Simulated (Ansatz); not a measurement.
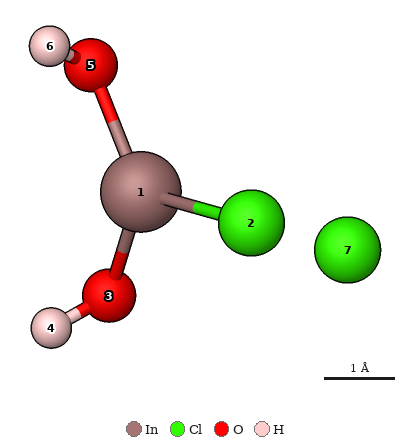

*The starting structure (ball-and-stick view, seen at a tilt; atoms are numbered from 1 in the order of the input). Sticks mark near contacts.*

Bond lengths as drawn: Cl–In 2.69 Å, H–O 1.01 Å and In–O 1.99 Å.

## Run report: InH₂Cl₂O₂, geometry relaxation

System: InH₂Cl₂O₂, multiplicity 2.
Method: UKS PBE0/def2-SVP (Ansatz 0.2.0).

The input holds or restrains some coordinates. It belongs to a series of runs on one base structure; here: pulled along the bonds that form and break, towards end B. Figures and captions count atoms from 1; the log counts them from 0 in places.

### What the program printed
```
The last accepted step is kept in [file] (removed where the run ends without a failure and the disk answers)
Engine: ansatz 0.2.0, x86_64-unknown-linux-gnu
Functional definition: PBE0
  parameter a = 0.25
  parameter kappa = 0.804
  parameter beta = 0.06672455060314922
  exchange = (1 - a)*pbe_x(kappa = kappa, mu = beta*pi^2/3) + a*exact_x
  correlation = pbe_c(beta = beta)
1093 factors; integrals over basis functions are off by at most 6.3e-4 eV
mean field evaluation 1: about -34311.0917 eV, gradient 5.1e1 eV
mean field evaluation 2: about -34228.0974 eV, gradient 1.3e2 eV
mean field evaluation 4: about -34320.3144 eV, gradient 1.2e1 eV
mean field evaluation 8: about -34321.2488 eV, gradient 3.0e-1 eV
mean field evaluation 16: about -34321.2948 eV, gradient 1.9e-3 eV
mean field evaluation 32: about -34321.1908 eV, gradient 1.5e0 eV
mean field -34321.29477776 eV, -1261.2843192737 hartree, gradient 2.3e-5 eV, S^2 0.765282; 4 other end points of the search recorded, 0 dependent functions left out
the calculation of the forces begins
reference -34321.29481700 eV, -1261.2843207157 hartree; 37, 36 occupied and 63, 64 virtual orbitals, 1093 factors
relax step   1: F+E_penalty+E_count = -34321.29477776 eV  Δ(F+E_penalty+E_count) = +0.000e0 eV  max|allowed force component| = 2.199e0 eV/Å  E_restraint = 14.88750000 eV  max|allowed force component, restraints' pulls added| = 3.530e1 eV/Å  Δτ_max = 0.0000 Å  (67 SCF iters, accepted)
  distance Cl 1 - Cl 6 = 2.3400 Å
  distance In 0 - Cl 1 = 2.6900 Å
these checks for a lower state are left out or cut short: starts, cluster_reference, orbital_swaps, neighbouring_geometries, increment
1093 factors; integrals over basis functions are off by at most 1.0e-3 eV
mean field -34320.71586737 eV, -1261.2630447092 hartree, gradient 2.0e-5 eV, S^2 0.760721; 0 other end points of the search recorded, 0 dependent functions left out
the calculation of the forces begins
reference -34320.71590643 eV, -1261.2630461445 hartree; 37, 36 occupied and 63, 64 virtual orbitals, 1093 factors
relax step   2: F+E_penalty+E_count = -34320.71586737 eV  Δ(F+E_penalty+E_count) = +5.789e-1 eV  max|allowed force component| = 2.335e0 eV/Å  E_restraint = 5.24896302 eV  max|allowed force component, restraints' pulls added| = 1.905e1 eV/Å  Δτ_max = 0.1948 Å  (43 SCF iters, accepted)
  distance Cl 1 - Cl 6 = 2.1437 Å
  distance In 0 - Cl 1 = 3.0576 Å
these checks for a lower state are left out or cut short: starts, cluster_reference, orbital_swaps, neighbouring_geometries, increment
1093 factors; integrals over basis functions are off by at most 1.1e-3 eV
mean field -34320.34577720 eV, -1261.2494441462 hartree, gradient 1.5e-5 eV, S^2 0.755136; 0 other end points of the search recorded, 0 dependent functions left out
the calculation of the forces begins
reference -34320.34581567 eV, -1261.2494455600 hartree; 37, 36 occupied and 63, 64 virtual orbitals, 1093 factors
relax step   3: F+E_penalty+E_count = -34320.34577720 eV  Δ(F+E_penalty+E_count) = +3.701e-1 eV  max|allowed force component| = 2.313e0 eV/Å  E_restraint = 0.70268048 eV  max|allowed force component, restraints' pulls added| = 4.115e0 eV/Å  Δτ_max = 0.1947 Å  (40 SCF iters, accepted)
  distance Cl 1 - Cl 6 = 2.0095 Å
  distance In 0 - Cl 1 = 3.4257 Å
these checks for a lower state are left out or cut short: starts, cluster_reference, orbital_swaps, neighbouring_geometries, increment
1093 factors; integrals over basis functions are off by at most 1.1e-3 eV
mean field -34320.52841959 eV, -1261.2561561303 hartree, gradient 2.1e-5 eV, S^2 0.756652; 0 other end points of the search recorded, 0 dependent functions left out
the calculation of the forces begins
reference -34320.52845804 eV, -1261.2561575433 hartree; 37, 36 occupied and 63, 64 virtual orbitals, 1093 factors
relax step   4: F+E_penalty+E_count = -34320.52841959 eV  Δ(F+E_penalty+E_count) = -1.826e-1 eV  max|allowed force component| = 1.520e0 eV/Å  E_restraint = 0.01066234 eV  max|allowed force component, restraints' pulls added| = 1.520e0 eV/Å  Δτ_max = 0.1976 Å  (44 SCF iters, accepted)
  distance Cl 1 - Cl 6 = 2.0624 Å
  distance In 0 - Cl 1 = 3.6256 Å
these checks for a lower state are left out or cut short: starts, cluster_reference, orbital_swaps, neighbouring_geometries, increment
1093 factors; integrals over basis functions are off by at most 1.1e-3 eV
mean field evaluation 64: about -34320.5703 eV, gradient 1.2e-1 eV
mean field -34320.57040947 eV, -1261.2576992299 hartree, gradient 2.0e-5 eV, S^2 0.757279; 0 other end points of the search recorded, 0 dependent functions left out
the calculation of the forces begins
reference -34320.57044792 eV, -1261.2577006430 hartree; 37, 36 occupied and 63, 64 virtual orbitals, 1093 factors
relax step   5: F+E_penalty+E_count = -34320.57040947 eV  Δ(F+E_penalty+E_count) = -4.199e-2 eV  max|allowed force component| = 1.800e0 eV/Å  E_restraint = 0.00324658 eV  max|allowed force component, restraints' pulls added| = 1.800e0 eV/Å  Δτ_max = 0.1911 Å  (44 SCF iters, accepted)
  distance Cl 1 - Cl 6 = 2.0532 Å
  distance In 0 - Cl 1 = 3.6335 Å
these checks for a lower state are left out or cut short: starts, cluster_reference, orbital_swaps, neighbouring_geometries, increment
1093 factors; integrals over basis functions are off by at most 1.1e-3 eV
mean field -34320.72289226 eV, -1261.2633028689 hartree, gradient 1.7e-5 eV, S^2 0.756876; 0 other end points of the search recorded, 0 dependent functions left out
the calculation of the forces begins
reference -34320.72293002 eV, -1261.2633042566 hartree; 37, 36 occupied and 63, 64 virtual orbitals, 1093 factors
relax step   6: F+E_penalty+E_count = -34320.72289226 eV  Δ(F+E_penalty+E_count) = -1.525e-1 eV  max|allowed force component| = 4.372e-1 eV/Å  E_restraint = 0.00226050 eV  max|allowed force component, restraints' pulls added| = 3.919e-1 eV/Å  Δτ_max = 0.2000 Å  (39 SCF iters, accepted)
  distance Cl 1 - Cl 6 = 2.0484 Å
  distance In 0 - Cl 1 = 3.6310 Å
these checks for a lower state are left out or cut short: starts, cluster_reference, orbital_swaps, neighbouring_geometries, increment
1093 factors; integrals over basis functions are off by at most 1.1e-3 eV
mean field -34320.75016402 eV, -1261.2643050877 hartree, gradient 2.2e-5 eV, S^2 0.756676; 0 other end points of the search recorded, 0 dependent functions left out
the calculation of the forces begins
reference -34320.75020131 eV, -1261.2643064581 hartree; 37, 36 occupied and 63, 64 virtual orbitals, 1093 factors
relax step   7: F+E_penalty+E_count = -34320.75016402 eV  Δ(F+E_penalty+E_count) = -2.727e-2 eV  max|allowed force component| = 5.198e-1 eV/Å  E_restraint = 0.00186741 eV  max|allowed force component, restraints' pulls added| = 2.009e-1 eV/Å  Δτ_max = 0.1984 Å  (38 SCF iters, accepted)
  distance Cl 1 - Cl 6 = 2.0474 Å
  distance In 0 - Cl 1 = 3.6317 Å
these checks for a lower state are left out or cut short: starts, cluster_reference, orbital_swaps, neighbouring_geometries, increment
1093 factors; integrals over basis functions are off by at most 1.0e-3 eV
mean field -34320.78007993 eV, -1261.2654044771 hartree, gradient 6.6e-6 eV, S^2 0.756522; 0 other end points of the search recorded, 0 dependent functions left out
the calculation of the forces begins
reference -34320.78011692 eV, -1261.2654058365 hartree; 37, 36 occupied and 63, 64 virtual orbitals, 1093 factors
relax step   8: F+E_penalty+E_count = -34320.78007993 eV  Δ(F+E_penalty+E_count) = -2.992e-2 eV  max|allowed force component| = 4.652e-1 eV/Å  E_restraint = 0.00219070 eV  max|allowed force component, restraints' pulls added| = 1.246e-1 eV/Å  Δτ_max = 0.1999 Å  (42 SCF iters, accepted)
  distance Cl 1 - Cl 6 = 2.0478 Å
  distance In 0 - Cl 1 = 3.6308 Å
1093 factors; integrals over basis functions are off by at most 1.0e-3 eV
mean field evaluation 96: about -34320.6859 eV, gradient 4.3e0 eV
```

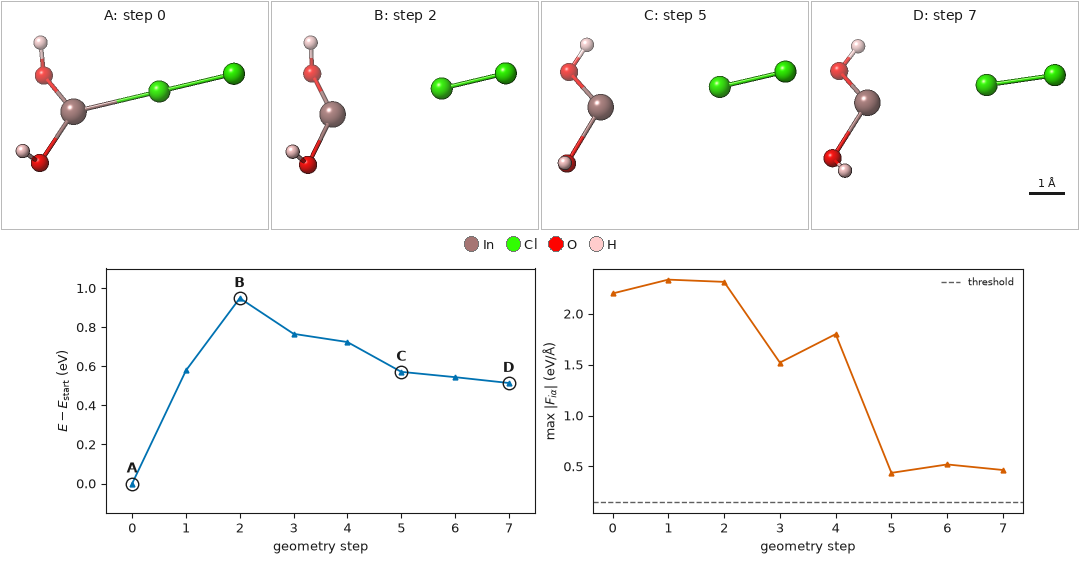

*Frames of the restrained relaxation (ball-and-stick view, seen at a tilt) above the curves, on which the letters mark them (the first geometry is step 0 here and step 1 in the log).*

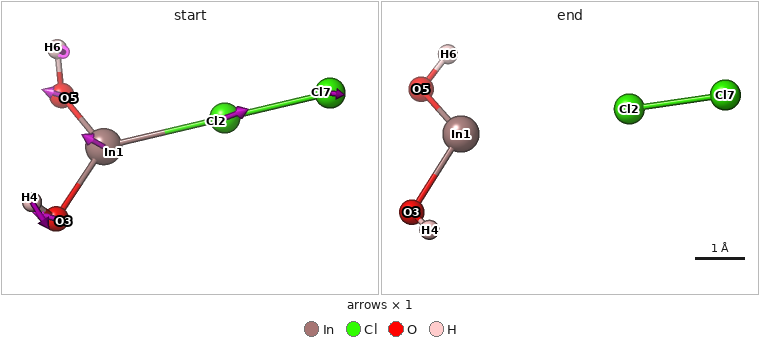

*Before (left) and after (right) the restrained relaxation, at one scale (ball-and-stick view, seen at a tilt). The pink arrows give the displacements, at true length.*

The atom that moves furthest after the best rigid fit is H4 (0.68 Å). By element the largest moves are H 0.68 Å, Cl 0.62 Å, In 0.58 Å, O 0.52 Å. Distances before and after: In1–Cl2 2.690 → 3.631 Å, Cl2–Cl7 2.340 → 2.048 Å, O5–H6 1.010 → 0.965 Å, O3–H4 1.010 → 0.968 Å. Bonds break: In1–Cl2 (2.69 → 3.63 Å). Among the angles that change: O3–In1–O5 120.0° → 114.4°, In1–O3–H4 109.5° → 112.4°, In1–O5–H6 109.5° → 111.8°. After 7 geometry steps the energy has risen by 0.515 eV. Largest force component: 2.2 eV/Å at the start, 0.47 eV/Å at the end. (Atoms are counted from 1 in the order of the input.)

```
mean field -34320.78007993 eV, -1261.2654044771 hartree, gradient 6.6e-6 eV, S^2 0.756522; 1 other end points of the search recorded, 0 dependent functions left out
the calculation of the forces begins
reference -34320.78011692 eV, -1261.2654058365 hartree; 37, 36 occupied and 63, 64 virtual orbitals, 1093 factors
Total energy: -34320.78011692 eV, -1261.2654058365 hartree
Atom 0 at    -0.040502    -0.472661    -0.323454 Å, force    -0.033698     0.085152     0.151286 eV/Å
Atom 1 at     0.048291    -0.160758     3.292801 Å, force    -0.009635    -0.069313    -0.465151 eV/Å
Atom 2 at     1.623897    -0.251439    -1.439645 Å, force     0.102368    -0.077183     0.103738 eV/Å
Atom 3 at     2.430570    -0.455262    -0.944822 Å, force    -0.106187     0.048918    -0.068830 eV/Å
Atom 4 at    -1.767563    -0.256868    -1.348226 Å, force     0.096652    -0.013232     0.064631 eV/Å
Atom 5 at    -2.536802    -0.298012    -0.767379 Å, force    -0.050742    -0.007594     0.006964 eV/Å
Atom 6 at     0.032309     0.096399     5.324326 Å, force     0.001241     0.033252     0.207362 eV/Å
Dipole moment:     0.018066    -0.184728     0.432110 e Å
```

### Trajectory as extended XYZ (Å, eV, eV/Å), 8 frames, from step=1 to step=8
```
7
Properties=species:S:1:pos:R:3:forces:R:3 step=1 energy=-34321.29478
In    0.0000    0.0000    0.0000    0.0350  -0.0996   1.2619
Cl    0.0000    0.0000    2.6900   -0.0072   0.0008  -2.1991
O     1.7233    0.0000   -0.9950    0.6692  -1.7631  -0.2224
H     2.0232   -0.9519   -1.1499   -0.5097   1.8407   0.3197
O    -1.7233    0.0000   -0.9950   -1.0257  -1.6926   0.4278
H    -2.2330   -0.8467   -0.7865    0.8384   1.7140  -0.3295
Cl    0.0000    0.0000    5.0300    0.0000  -0.0002   0.7416
7
Properties=species:S:1:pos:R:3:forces:R:3 step=2 energy=-34320.71587
In    0.0001   -0.0015   -0.1728   -0.0387   0.0163   2.3352
Cl   -0.0001    0.0000    2.8848   -0.0042   0.0007  -1.5335
O     1.7405   -0.0072   -1.0066    1.6926  -1.0298  -0.8895
H     2.0220   -0.9439   -1.1486   -0.0885   1.0241   0.1047
O    -1.7422   -0.0072   -1.0049   -1.9023  -1.0144  -0.5476
H    -2.2301   -0.8388   -0.7869    0.3413   1.0074  -0.1866
Cl    0.0000    0.0000    5.0285   -0.0002  -0.0043   0.7172
7
Properties=species:S:1:pos:R:3:forces:R:3 step=3 energy=-34320.34578
In   -0.0018    0.0057   -0.3462   -0.0703   0.1058   2.3131
Cl   -0.0002    0.0007    3.0795   -0.0014   0.0062  -1.8296
O     1.7974   -0.0140   -1.0429    1.5940  -0.0273  -0.9065
H     2.0398   -0.9419   -1.1550    0.3270  -0.0512  -0.0946
O    -1.8012   -0.0146   -1.0425   -1.6329  -0.0787  -0.9986
H    -2.2438   -0.8341   -0.7882   -0.2161   0.0511   0.0546
Cl    0.0000   -0.0002    5.0890   -0.0004  -0.0058   1.4616
7
Properties=species:S:1:pos:R:3:forces:R:3 step=4 energy=-34320.52842
In   -0.0041   -0.0201   -0.4046    0.0377  -0.0862   0.9152
Cl   -0.0066   -0.0032    3.2210   -0.0003   0.0026  -0.5185
O     1.8461   -0.0109   -1.1862    0.3597  -0.5467  -0.2910
H     2.1971   -0.9257   -1.1788   -0.1455   0.5978   0.0060
O    -1.8351   -0.0804   -1.2257   -1.3910  -1.4835   0.7177
H    -2.3986   -0.7550   -0.7156    1.1410   1.5203  -1.0223
Cl   -0.0086   -0.0033    5.2834   -0.0015  -0.0044   0.1929
7
Properties=species:S:1:pos:R:3:forces:R:3 step=5 energy=-34320.57041
In   -0.0064   -0.1104   -0.3720    0.0770  -0.0420   0.3131
Cl   -0.0111   -0.0089    3.2600    0.0016  -0.0151  -0.4800
O     1.8057   -0.0102   -1.2870    0.2711  -0.8837   0.0911
H     2.2833   -0.8632   -1.1444   -0.4227   0.9068  -0.1126
O    -1.7975   -0.2022   -1.3274   -1.5964  -1.0492   1.7910
H    -2.4709   -0.5911   -0.6489    1.6714   1.0817  -1.7997
Cl   -0.0129   -0.0126    5.3132   -0.0019   0.0016   0.1970
7
Properties=species:S:1:pos:R:3:forces:R:3 step=6 energy=-34320.72289
In   -0.0105   -0.2923   -0.2889    0.0554   0.0617   0.0663
Cl    0.0055   -0.0080    3.3309    0.0025  -0.0521  -0.4372
O     1.6816   -0.0492   -1.3760    0.1474  -0.3919   0.1465
H     2.3230   -0.7472   -1.1524   -0.1582   0.3576  -0.0721
O    -1.7336   -0.2593   -1.3512    0.0003  -0.0417   0.2586
H    -2.4669   -0.4474   -0.7479   -0.0447   0.0520  -0.1478
Cl   -0.0089    0.0048    5.3792   -0.0026   0.0144   0.1858
7
Properties=species:S:1:pos:R:3:forces:R:3 step=7 energy=-34320.75016
In   -0.0205   -0.3191   -0.3179   -0.0309  -0.0378   0.3406
Cl    0.0328   -0.0818    3.3056   -0.0031  -0.0484  -0.5198
O     1.6755   -0.1484   -1.3974    0.0676  -0.1051  -0.0783
H     2.4397   -0.6282   -1.0446   -0.2009   0.1316   0.0514
O    -1.7738   -0.2880   -1.3116    0.0658   0.0317  -0.1830
H    -2.5807   -0.3738   -0.7899    0.1025   0.0075   0.1386
Cl    0.0172    0.0408    5.3493   -0.0011   0.0206   0.2506
7
Properties=species:S:1:pos:R:3:forces:R:3 step=8 energy=-34320.78008
In   -0.0405   -0.4727   -0.3235   -0.0337   0.0852   0.1513
Cl    0.0483   -0.1608    3.2928   -0.0096  -0.0693  -0.4652
O     1.6239   -0.2514   -1.4396    0.1024  -0.0772   0.1037
H     2.4306   -0.4553   -0.9448   -0.1062   0.0489  -0.0688
O    -1.7676   -0.2569   -1.3482    0.0967  -0.0132   0.0646
H    -2.5368   -0.2980   -0.7674   -0.0507  -0.0076   0.0070
Cl    0.0323    0.0964    5.3243    0.0012   0.0333   0.2074
```

This output came from the following input.

### Input file
```yaml
crystal:
  periodic: [false, false, false]
  atoms:
    - { symbol: In, position_ang: [0.0, 0.0, 0.0] }
    - { symbol: Cl, position_ang: [0.0, 0.0, 2.69] }
    - { symbol: O, position_ang: [1.7233, 0.0, -0.995] }
    - { symbol: H, position_ang: [2.0232, -0.9519, -1.1499] }
    - { symbol: O, position_ang: [-1.7233, 0.0, -0.995] }
    - { symbol: H, position_ang: [-2.233, -0.8467, -0.7865] }
    - { symbol: Cl, position_ang: [0.0, 0.0, 5.03] }
magnetization:
  spin_polarized: true
  initial_magnetization: 1
basis:
  gaussian: { orbitals: def2-SVP }
hamiltonian:
  xc: pbe0
relax:
  f_tol: 0.15
  max_steps: 25
  restrain:
    - { distance: [1, 6], at: 2.04, k: 30.0 }
    - { distance: [0, 1], at: 3.64, k: 30.0 }
```

Command:
```bash
ansatz run input.yaml --threads 4 --pin off --max-ram 5120MiB --backend cpu --events-out ev --progress --plain --runs-dir out
```

### Summary

```tsv
quantity	value
outcome	converged under the restraints of the input
total energy	−34320.7801 eV
mean-field energy	−34320.7801 eV
⟨S²⟩	0.757
largest force (length of the vector) at the end, held atoms and coordinates included	0.470 eV/Å
hardware	4 threads of AMD EPYC (Zen 3), 32 GiB of memory available, shared host
wall time	46 s (CPU time 2.8 min)
peak memory	0.34 GiB
```
